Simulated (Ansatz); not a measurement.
Input

```
crystal:
  periodic: [false, false, false]
  atoms:
    - {symbol: Si, position_ang: [0.095276, 0.120877, 1.397970]}
    - {symbol: O, position_ang: [0.379770, -0.169731, -0.290425]}
    - {symbol: Si, position_ang: [-0.531105, 0.018239, -1.704266]}
    - {symbol: F, position_ang: [-1.385500, 0.680659, 1.112314]}
    - {symbol: F, position_ang: [0.722273, 1.399014, 2.071463]}
    - {symbol: F, position_ang: [-0.272023, -1.090385, 2.335194]}
    - {symbol: H, position_ang: [1.403764, -0.541864, 0.091844]}
    - {symbol: F, position_ang: [1.820292, -0.589182, 1.216063]}
    - {symbol: H, position_ang: [-1.724541, -0.844963, -1.603793]}
    - {symbol: H, position_ang: [-0.882883, 1.445031, -1.841397]}
    - {symbol: H, position_ang: [0.374778, -0.427696, -2.784869]}
basis:
  gaussian: {orbitals: def2-TZVPP}
hamiltonian: {xc: pbe0, dispersion: d4}
output: {orbitals: {seedname: orbitals}}
```

Run with:

```sh
ansatz run in.yaml --threads 4 --pin off --events-out ev --progress --plain --max-ram 66560MiB --backend cpu
```

A transition-state structure; geometry: PBE0-D4/def2-TZVP.

All numbers below come from Ansatz 0.2.0, RKS PBE0-D4/def2-TZVPP.

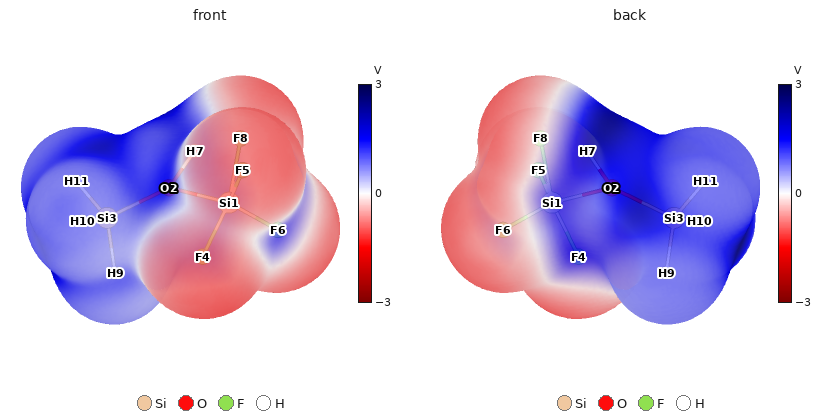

F₄H₄OSi₂. The electrostatic potential painted on the density surface at 0.002 e/bohr³, seen from the front and from behind; red is negative and blue positive.

**Which sites attract a positive test charge, and which a negative one?**

A positive charge is drawn to the negative regions and a negative charge to the positive ones. The most negative region (about −1.0 V) lies over F4, the most positive (about +2.5 V) over Si3 and H7.
